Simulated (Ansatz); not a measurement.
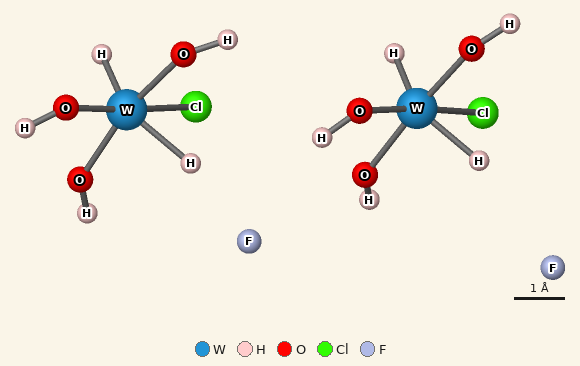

Two geometries of WH5O3ClF (multiplicity 2), drawn at one scale. One is the start of a relaxation, the other its converged end. The picture is a ball-and-stick view, seen at a tilt.

Method: UHF/def2-SVP (Ansatz). Set-up: collinear spin; force threshold 0.03 eV/Å; at most 50 steps.

Which of the two is the end point?

The right one is the relaxed one. The run prepares an end point of a later path (reaction) calculation, from a guessed geometry. The atom that moves furthest after the best rigid fit is the F atom (0.69 Å). Largest moves by element: F 0.69 Å, H 0.37 Å, Cl 0.16 Å, O 0.15 Å, W 0.03 Å. Near-neighbour distances that change, for instance: H–W 1.699 → 1.652 Å, Cl–W 2.532 → 2.544 Å, O–W 1.859 → 1.869 Å, O–W 1.874 → 1.883 Å. Among the angles between lasting bonds that change: W–O–H 145.0° → 159.3°, O–W–O 168.1° → 175.3°, W–O–H 138.2° → 131.8°. Over 13 geometry steps the energy falls by 8.72 kJ/mol. Largest force component: 0.8 eV/Å at the start, 0.026 eV/Å at the end.

Limits of the set-up: Hartree-Fock leaves out electron correlation.
